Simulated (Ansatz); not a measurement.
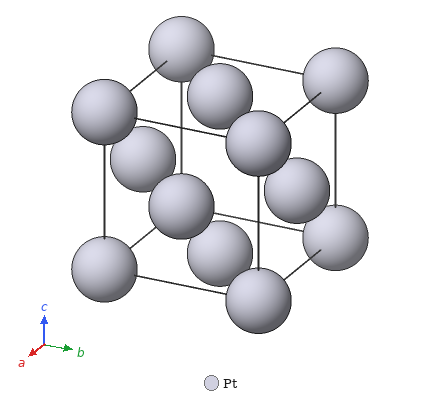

The structure, seen along [211]; the drawing may span several cells.

Given this structure, the input geometry of an electronic-structure calculation (not necessarily at equilibrium), written in its standard cell:

Space group Fm-3m (No. 225). a = 3.928 Å, b = 3.928 Å, c = 3.928 Å, α = 90.00°, β = 90.00°, γ = 90.00°
```tsv
atom	site	symmetry	x	y	z
Pt	4a	m-3m	0.0000	0.0000	0.0000
```

What does the kinematic electron diffraction pattern along [211] look like at 200 kV (B = 0.8 Å²)?

Answer. The spots form a rectangular net whose two shortest vectors correspond to d = 2.27 Å and 1.39 Å, 90.0° apart. They are -1 1 1 and 0 -2 2. The pattern has symmetry 2mm. The lattice centring (F) removes all reflections that break h + k = 2n, h + l = 2n.

Strongest reflections with d > 0.80 Å, one of each family (|F|² from tabulated Gaussian fits of the electron scattering factors, times a small damping for the curvature of the Ewald sphere):

```
    hkl  d (Å)  I (strongest = 100)
1 -1 -1  2.268                  100
 0 2 -2  1.389                   38
 1 1 -3  1.184                   25
2 -2 -2  1.134                   22
 2 0 -4  0.878                   10
```

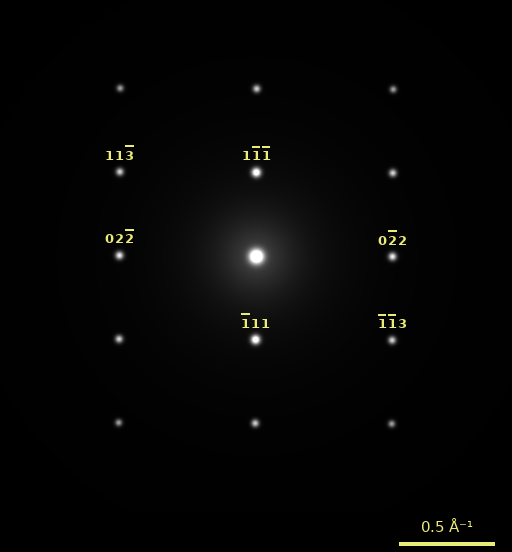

Calculated pattern, seen from the source side with [211] pointing towards the source.
